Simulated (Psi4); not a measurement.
# C2H2F4 (SMILES FCC(F)(F)F): PBE0/cc-pVDZ

Aim: the vertical ionisation energy of C2H2F4 at PBE0/cc-pVDZ, from 2 runs. Input form: a Python script.

The calculation is run with Psi4 1.11.

**1. The structure to begin with**

C2H2F4 has 8 atoms, charge 0, and is taken as a singlet. As SMILES, `FCC(F)(F)F`. The coordinates come from a PBE0-D4/def2-TZVP relaxation.

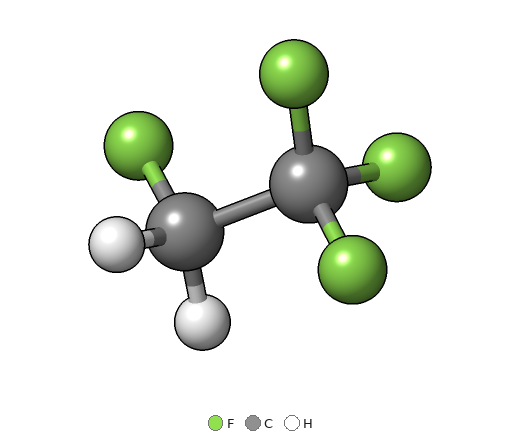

The structure, seen from a chosen angle (fluorine green, carbon grey, hydrogen white).

**2. Energy and gradient at PBE0/cc-pVDZ**

Contents of c2h2f4.xyz:

```xyz
8
C2H2F4
F     -0.224600    -1.506500     0.915200
C     -0.211200    -0.737800    -0.211700
C      0.211200     0.674300     0.135500
F      1.434400     0.711300     0.662400
F      0.217100     1.411800    -0.982100
F     -0.624600     1.243600     1.002900
H      0.502000    -1.148600    -0.930100
H     -1.212300    -0.705100    -0.647900
```

Contents of run.py:

```python
import psi4

psi4.set_memory(1600000000)
psi4.set_num_threads(1)
psi4.set_output_file('output.dat', False)

with open('c2h2f4.xyz') as f:
    atoms = ''.join(f.readlines()[2:])
molecule = psi4.geometry('0 1\n' + atoms + 'symmetry c1')

psi4.set_options({
    'basis': 'cc-pVDZ',
    'reference': 'rks',
    'puream': True,
    'e_convergence': 1e-09,
    'd_convergence': 1e-08,
    'scf_type': 'pk',
    'dft_radial_points': 99,
    'dft_spherical_points': 590,
})

result = psi4.gradient('PBE0')
print('gradient / Eh bohr^-1')
print(result.np.round(6))
for k, v in sorted(psi4.core.scalar_variables().items()):
    print(f'{k:45s} {v:18.10f}')
```

On the command line:

```
$ python run.py
```

output.dat:

```text
Psi4 1.11 release

gradient() will perform analytic gradient computation.

   => Loading Basis Set <=

    Name: CC-PVDZ
    Role: ORBITAL
    Keyword: BASIS

         ---------------------------------------------------------
                                   SCF
                              RKS Reference
                        1 Threads,   1525 MiB Core
         ---------------------------------------------------------

  ==> Geometry <==

    Molecular point group: c1
    Full point group: C1

    Geometry (in Angstrom), charge = 0, multiplicity = 1:

       Center              X                  Y                   Z               Mass
    ------------   -----------------  -----------------  -----------------  -----------------
         F           -0.367004330258    -1.827163275377     0.642065002522    18.998403162730
         C           -0.353604330258    -1.058463275377    -0.484834997478    12.000000000000
         C            0.068795669742     0.353636724623    -0.137634997478    12.000000000000
[... 4 lines of this table left out ...]
         H           -1.354704330258    -1.025763275377    -0.921034997478     1.007825032230

  Running in c1 symmetry.

[... 129 lines left out ...]
   @RKS iter SAD:  -476.03634623147599   -4.76036e+02   0.00000e+00
[... 2 lines left out ...]
   @RKS iter   3:  -476.34317266809495   -9.39734e-02   7.17430e-04 ADIIS/DIIS
[... 2 lines left out ...]
   @RKS iter   6:  -476.34499250063294   -4.12321e-06   1.60965e-05 DIIS
[... 2 lines left out ...]
   @RKS iter   9:  -476.34499323920517   -5.54564e-10   2.13451e-07 DIIS
[... 2 lines left out ...]
  Energy and wave function converged.
[... 36 lines left out ...]
    Nuclear Repulsion Energy =            273.0399609870569293
[... 2 lines left out ...]
    DFT Exchange-Correlation Energy =     -40.2327006939266170
[... 2 lines left out ...]
    Total Energy =                       -476.3449932393314725
[... 16 lines left out ...]
 Dipole Z            :          1.8341267           -2.4686435           -0.6345168
[... 46 lines left out ...]
  ==> DFT Potential <==

   => LibXC <=

    Version 7.1.2

   => Composite Functional: PBE0 <=

    PBE0 Hyb-GGA Exchange-Correlation Functional

    Deriv               =              1
    GGA                 =           TRUE
    Meta                =          FALSE

    Exchange Hybrid     =           TRUE
    MP2 Hybrid          =          FALSE

   => Exchange Functionals <=

    0.7500   Perdew, Burke & Ernzerhof

   => Exact (HF) Exchange <=

    0.2500               HF

   => Correlation Functionals <=

    1.0000   Perdew, Burke & Ernzerhof

   => LibXC Density Thresholds  <==

    XC_HYB_GGA_XC_PBEH:  1.00E-15

   => Molecular Quadrature <=

    Radial Scheme          =       TREUTLER
    Pruning Scheme         =           NONE
    Nuclear Scheme         =       TREUTLER

    Blocking Scheme        =         OCTREE
    BS radius alpha        =              1
    Pruning alpha          =              1
    Radial Points          =             99
    Spherical Points       =            590
    Total Points           =         443234
    Total Blocks           =           3156
    Max Points             =            256
    Max Functions          =             94
    Weights Tolerance      =       1.00E-15

  -Total Gradient:
     Atom            X                  Y                   Z
    ------   -----------------  -----------------  -----------------
       1       -0.000089453988     0.001591316962    -0.003000467196
       2       -0.001620311906    -0.003286287858    -0.004860391711
       3        0.001411026905     0.004597966884     0.001611660590
[... 4 lines of this table left out ...]
       8        0.004700909278    -0.000576645240     0.002930065953

	total time  =         10 seconds =       0.17 minutes
```

The script printed:

```text
gradient / Eh bohr^-1
[[-8.900e-05  1.591e-03 -3.000e-03]
 [-1.620e-03 -3.286e-03 -4.860e-03]
 [ 1.411e-03  4.598e-03  1.612e-03]
 [-3.633e-03  5.400e-05 -1.625e-03]
 [-4.500e-05 -2.332e-03  3.353e-03]
 [ 2.565e-03 -1.548e-03 -2.652e-03]
 [-3.291e-03  1.487e-03  4.248e-03]
 [ 4.701e-03 -5.770e-04  2.930e-03]]
CURRENT ENERGY                                   -476.3449932393
CURRENT REFERENCE ENERGY                         -476.3449932393
DD SOLVATION ENERGY                                 0.0000000000
DFT FUNCTIONAL TOTAL ENERGY                      -476.3449932393
DFT TOTAL ENERGY                                 -476.3449932393
DFT VV10 ENERGY                                     0.0000000000
DFT XC ENERGY                                     -40.2327006939
GRID ELECTRONS ALPHA                               24.9999999473
GRID ELECTRONS BETA                                24.9999999473
GRID ELECTRONS TOTAL                               49.9999998947
NUCLEAR REPULSION ENERGY                          273.0399609871
ONE-ELECTRON ENERGY                             -1203.7798801910
PCM POLARIZATION ENERGY                             0.0000000000
PE ENERGY                                           0.0000000000
SCF ITERATION ENERGY                             -476.3449932393
SCF ITERATIONS                                     11.0000000000
SCF TOTAL ENERGY                                 -476.3449932393
TWO-ELECTRON ENERGY                               494.6276266585
XC GRID RADIAL POINTS                              99.0000000000
XC GRID SPHERICAL POINTS                          590.0000000000
XC GRID TOTAL POINTS                           443234.0000000000
```

Run time: 31 s. Hardware: 1 thread of Intel Xeon Platinum 8488C (Sapphire Rapids), shared host; peak memory 0.88 GiB.

**3. The doublet cation**

c2h2f4.xyz is that of step 2.

Contents of calc.py:

```python
import psi4

psi4.set_memory(1600000000)
psi4.set_num_threads(1)
psi4.set_output_file('output.dat', False)

with open('c2h2f4.xyz') as f:
    atoms = ''.join(f.readlines()[2:])
m = psi4.geometry('1 2\n' + atoms + 'symmetry c1\nno_reorient\nno_com')

psi4.set_options({
    'basis': 'cc-pVDZ',
    'reference': 'uks',
    'puream': True,
    'e_convergence': 1e-09,
    'd_convergence': 1e-08,
    'scf_type': 'pk',
    'dft_radial_points': 99,
    'dft_spherical_points': 590,
    'maxiter': 200,
})

e_tot, wfn = psi4.gradient('pbe0', return_wfn=True)
psi4.oeprop(wfn, 'QUADRUPOLE', 'LOWDIN_CHARGES', 'DIPOLE', title='PBE0')
print('gradient / Eh bohr^-1')
print(e_tot.np.round(6))
print(f'energy = {wfn.energy():.10f} Eh')
```

On the command line:

```
$ python calc.py
```

output.dat, shortened:

```text
[...]
  Running in c1 symmetry.
[...]
   @UKS iter   3:  -475.86819164564571   -1.08782e-01   1.33882e-03 DIIS/ADIIS
[...]
   @UKS iter  15:  -475.87426140553885   -3.69482e-12   1.02517e-08 DIIS
[...]
   @S^2 Expected:                7.500000000E-01
[...]
 Multipole Moments:
 ------------------------------------------------------------------------------------
     Multipole            Electronic (a.u.)      Nuclear  (a.u.)        Total (a.u.)
 ------------------------------------------------------------------------------------
 L = 1.  Multiply by 2.5417464519 to convert [e a0] to [Debye]
 Dipole X            :        -12.4937674           12.3028730           -0.1908945
 Dipole Y            :        -28.0056542           27.4144459           -0.5912083
 Dipole Z            :        -23.7353342           23.3388735           -0.3964606
 Magnitude           :                                                    0.7369864
 L = 2.  Multiply by 1.3450342976 to convert [e a0^2] to [Debye ang]
 Quadrupole XX       :       -109.6695838           89.8615447          -19.8080391
 Quadrupole XY       :        -35.1825132           35.9363011            0.7537878
[...]
```

Standard output:

```text
gradient / Eh bohr^-1
[[-0.001793 -0.023811  0.026552]
 [ 0.022651  0.093781 -0.009588]
 [-0.038852 -0.132596 -0.027652]
 [ 0.017998  0.020837  0.010385]
 [ 0.006235  0.030501 -0.009984]
 [-0.001901  0.025968  0.013673]
 [-0.017563 -0.003358  0.000844]
 [ 0.013223 -0.011334 -0.004226]]
energy = -475.8742614055 Eh
```

Wall time 47 s (1 thread of Intel Xeon Platinum 8488C (Sapphire Rapids), shared host); peak memory 0.91 GiB.

**4. Outcome**

Level: PBE0/cc-pVDZ.

| quantity | value |
| --- | --- |
| singlet C2H2F4: total energy | -476.34499 Eh |
| singlet C2H2F4: dipole moment | 1.86 D |
| singlet C2H2F4: HOMO energy | -10.11 eV |
| singlet C2H2F4: LUMO energy | 1.95 eV |
| singlet C2H2F4: HOMO–LUMO gap | 12.06 eV |
| singlet C2H2F4: largest force on an atom | 0.313 eV/Å |
| doublet cation: total energy | -475.87426 Eh |
| doublet cation: HOMO energy (highest over α and β) | -18.30 eV |
| doublet cation: LUMO energy (lowest over α and β) | -15.49 eV |
| doublet cation: ⟨S²⟩ | 0.753 |
| doublet cation: largest force on an atom | 7.246 eV/Å |
| vertical ionisation energy (to the doublet cation) | 12.809 eV |

What this shows: Removing an electron at fixed nuclei costs 12.81 eV (295 kcal/mol). The largest force (singlet C2H2F4) is 0.31 eV/Å: the shape isn't a stationary point for this species at this level. The negative HOMO energy of the first species, 10.11 eV, lies 2.70 eV below that difference.
